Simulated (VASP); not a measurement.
Band structure of MoSi$_{2}$ (MoSi2 type). Level of theory: LDA (Ceperley-Alder, Perdew-Zunger), VASP's LDA PAW potentials (set 64) (plane waves; VASP 6.6.1).

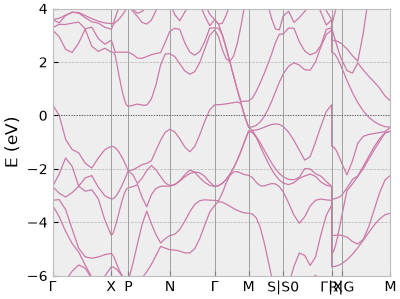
Figure. Bands along high-symmetry lines, zero at the valence-band maximum or, without a gap, the Fermi level

Read the plot: is there a gap, and where are the band edges?

It has no gap at this level: it comes out as a metal or semimetal. (Edges off the drawn lines would not show.)

The compound is MoSi2 in the MoSi2 type structure. It was relaxed first.
